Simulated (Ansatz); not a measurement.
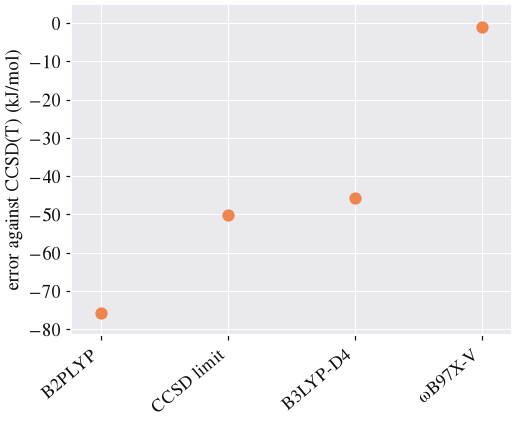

Error in the electronic atomisation energy (method less reference, so positive means overbinding) of Si₂H₅O₂Cl, SMILES O[SiH](O)[SiH2]Cl: functionals in def2-TZVPP against frozen-core CCSD(T) at the limit (MP2 extrapolated from triple and quadruple zeta, plus CCSD(T) less MP2 in a smaller set), which gives 3489.8 kJ/mol, at a PBE0-D4/def2-TZVP geometry (no frequency check), no zero-point or spin-orbit term, the Ansatz code. The reference leaves out core correlation, a term that grows with the number of heavy atoms. B2PLYP holds a correlation term that converges slowly with the basis, so part of the distance to the limit is basis error. No dispersion term is added to B2PLYP. Limit means the basis limit.

> What range do the values span?

From −75.6 kJ/mol (B2PLYP) to −1.1 kJ/mol (ωB97X-V).

> Give the values.

```csv
level,kJ/mol
B2PLYP,−75.6
CCSD limit,−50.2
B3LYP-D4,−45.6
ωB97X-V,−1.1
```

Limits of at least one run: one conformer of a flexible molecule.
